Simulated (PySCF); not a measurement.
# What a change does: excited-state calculation on Ge₂HF₅

System: Ge₂HF₅, SMILES [F][GeH]([F])[Ge]([F])([F])[F].
Method of the first run: TDDFT HF/def2-SVPD, vertical, gas phase, core orbitals frozen in the response (PySCF 2.14.0).

The geometry comes from this level: PBE0-D3(BJ)/def2-SVP. Text and figures count atoms from 1; the logs count them from 0 in places.

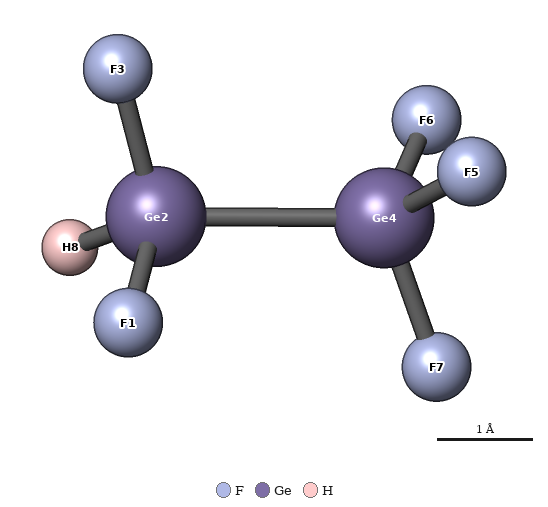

The input geometry (ball-and-stick view, seen at a tilt; atoms are numbered from 1 in the order of the input). Sticks mark near contacts.

The input, the first run:
```
{"job": {"kind": "uv", "xc": "HF", "basis": "def2-SVPD", "ip": true}, "charge": 0, "multiplicity": 1}
F     -1.561338    -1.216826     1.285861
Ge    -1.233915    -0.129273    -0.012066
F     -1.862909     1.398661     0.482229
Ge     1.180194     0.096817    -0.096688
F      1.883688     0.735671     1.330979
F      1.672345     1.115618    -1.391469
F      1.935533    -1.421333    -0.378788
H     -1.958629    -0.598475    -1.272430
```

The first line tells a small driver script what to run in PySCF; the rest is the geometry in Å.

Launched with:
```bash
OMP_NUM_THREADS=1 python <driver script> task.json out
```

Hardware: 1 CPU thread, shared host.

Output (the first run):
```
final grid: 89472 points
cycle   1  E = -4647.5777381893  dE = -1.136e+00  |g| = 1.064e+00  |ddm| = 3.936e+00
cycle   2  E = -4647.7245417102  dE = -1.468e-01  |g| = 7.441e-01  |ddm| = 2.036e+00
cycle   3  E = -4647.8092631521  dE = -8.472e-02  |g| = 6.332e-02  |ddm| = 6.377e-01
cycle   4  E = -4647.8107980495  dE = -1.535e-03  |g| = 1.644e-02  |ddm| = 1.394e-01
cycle   5  E = -4647.8109438019  dE = -1.458e-04  |g| = 4.183e-03  |ddm| = 5.512e-02
cycle   6  E = -4647.8109514700  dE = -7.668e-06  |g| = 1.861e-03  |ddm| = 1.073e-02
cycle   7  E = -4647.8109529869  dE = -1.517e-06  |g| = 5.499e-04  |ddm| = 4.588e-03
cycle   8  E = -4647.8109531548  dE = -1.680e-07  |g| = 1.818e-04  |ddm| = 1.731e-03
cycle   9  E = -4647.8109531645  dE = -9.672e-09  |g| = 4.196e-05  |ddm| = 3.950e-04
cycle  10  E = -4647.8109531651  dE = -5.602e-10  |g| = 8.032e-06  |ddm| = 9.971e-05
converged SCF energy = -4647.8109531651

Static polarisability (au): isotropic 47.805, principal 44.124 44.758 54.532

Singlet excitations
state   eV       nm        f      main configurations
  1   8.4795    146.2   0.03905   H->L+1 0.52, H->L 0.39
  2   8.7308    142.0   0.16514   H->L 0.48, H->L+1 0.37
  3   9.6886    128.0   0.88538   H->L+2 0.63, H->L+4 0.12, H->L+3 0.08
  4  11.1439    111.3   0.19168   H-1->L+1 0.37, H-1->L 0.22, H->L+6 0.14
  5  11.4054    108.7   0.26188   H-1->L 0.27, H->L+5 0.16, H-1->L+1 0.14
  6  11.5525    107.3   0.25415   H->L+3 0.53, H->L+2 0.14, H->L+5 0.13
  7  11.8839    104.3   0.02024   H->L+6 0.29
  8  11.9075    104.1   0.09822   H->L+4 0.44, H-1->L 0.09
  9  11.9250    104.0   0.03586   H->L+5 0.15, H-2->L+1 0.15
 10  11.9328    103.9   0.01920   H-3->L+2 0.21, H->L+6 0.09, H-3->L+3 0.09

Triplet excitations (Tamm-Dancoff, eV): 7.0598 7.1570 7.7533 9.4801
Vertical ionisation energy (delta-SCF) = 12.8101 eV
```

The input of the second run differs as follows (lines with − go, lines with + come):
```diff
-"xc": "HF"
+"xc": "LDA"
```

What does this change do to the results?

The total energies belong to different methods, so their difference says nothing on which is more stable or more accurate. The HOMO goes from −13.76 to −8.98 eV. The LUMO goes from 1.27 to −3.18 eV. The dipole moment goes from 3.13 to 2.92 D. The lowest excitation goes from 8.48 to 6.41 eV. The strongest computed line goes from 9.69 to 6.69 eV. The method changes from HF to LDA. Exact exchange removes part of the self-interaction error of semilocal functionals, which pushes filled and empty levels apart. The SCF takes 14 iterations against 10.

Output (the second run):
```
coarse grid: 43808 points
cycle   1  E = -4643.4221527186  dE = -4.810e-01  |g| = 1.399e+00  |ddm| = 4.139e+00
cycle   2  E = -4641.6381162611  dE =  1.784e+00  |g| = 3.577e+00  |ddm| = 4.969e+00
cycle   3  E = -4643.7010640838  dE = -2.063e+00  |g| = 3.506e-01  |ddm| = 3.537e+00
cycle   4  E = -4643.7143642198  dE = -1.330e-02  |g| = 1.409e-01  |ddm| = 4.364e-01
cycle   5  E = -4643.7160481701  dE = -1.684e-03  |g| = 9.218e-02  |ddm| = 1.548e-01
cycle   6  E = -4643.7174748668  dE = -1.427e-03  |g| = 1.162e-02  |ddm| = 7.474e-02
cycle   7  E = -4643.7175042508  dE = -2.938e-05  |g| = 4.646e-03  |ddm| = 1.931e-02
cycle   8  E = -4643.7175076895  dE = -3.439e-06  |g| = 1.435e-03  |ddm| = 4.085e-03
final grid: 89472 points
cycle   9  E = -4643.7172887258  dE =  8.076e-07  |g| = 2.987e-03  |ddm| = 4.424e-03
cycle  10  E = -4643.7172818944  dE =  6.831e-06  |g| = 7.021e-03  |ddm| = 7.965e-03
cycle  11  E = -4643.7172902275  dE = -8.333e-06  |g| = 3.960e-04  |ddm| = 5.647e-03
cycle  12  E = -4643.7172902519  dE = -2.440e-08  |g| = 1.217e-04  |ddm| = 4.883e-04
cycle  13  E = -4643.7172902545  dE = -2.579e-09  |g| = 2.821e-05  |ddm| = 1.400e-04
cycle  14  E = -4643.7172902546  dE = -8.913e-11  |g| = 3.054e-06  |ddm| = 3.477e-05
converged SCF energy = -4643.7172902546

Static polarisability (au): isotropic 60.950, principal 54.929 55.321 72.600

Singlet excitations
state   eV       nm        f      main configurations
  1   6.4120    193.4   0.01320   H->L+1 0.96
  2   6.5071    190.5   0.04462   H->L+2 0.78, H->L 0.18
  3   6.6876    185.4   0.31250   H->L 0.72, H->L+2 0.19
  4   7.2930    170.0   0.00001   H-1->L 0.99
  5   7.4448    166.5   0.00114   H-3->L 0.89
  6   7.5113    165.1   0.00030   H-1->L+1 0.57, H-4->L 0.29, H-2->L 0.10
  7   7.5413    164.4   0.01013   H-2->L 0.76, H-4->L 0.08
  8   7.5565    164.1   0.00115   H-5->L 0.73, H-1->L+2 0.12
  9   7.6059    163.0   0.00528   H-4->L 0.52, H-1->L+1 0.33
 10   7.6651    161.8   0.00003   H-6->L 0.64, H-1->L+2 0.30

Triplet excitations (Tamm-Dancoff, eV): 5.5565 5.8911 6.0131 7.1001
Vertical ionisation energy (delta-SCF) = 11.9463 eV
Vertical electron affinity (delta-SCF) = 0.4900 eV
```

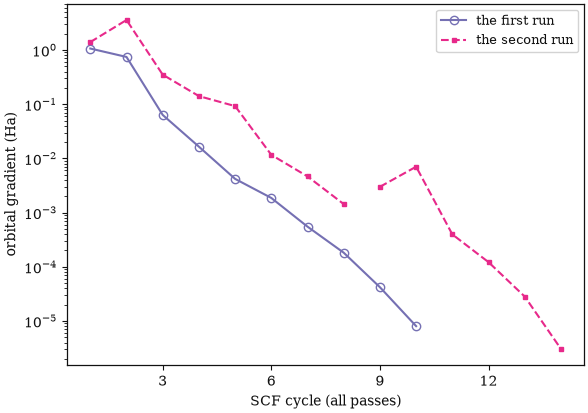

Convergence of the two runs: orbital gradient against the SCF cycle. A break in a curve parts two SCF passes (coarse and final grid). The first run takes 10 cycles in all, and the second run takes 14.

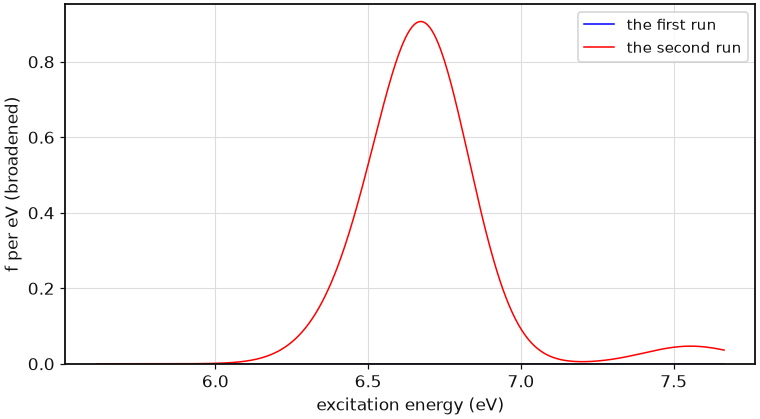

Absorption of the two runs from their computed states, each broadened by a Gaussian of 0.35 eV full width; the range ends where the shorter list of states ends.

The two runs side by side:

```csv
quantity,the first run,the second run
outcome,converged,converged
total energy (hartree),−4647.810953,−4643.717290
HOMO (eV),−13.76,−8.98
LUMO (eV),1.27,−3.18
dipole moment (D),3.13,2.92
lowest excitation (eV),8.48,6.41
SCF iterations,10,14
strongest computed line (eV),9.69,6.69
basis functions,199,199
wall time (shared host),40 s,79 s
```

For both runs: Spin–orbit coupling is left out, which matters for the heavy atoms.
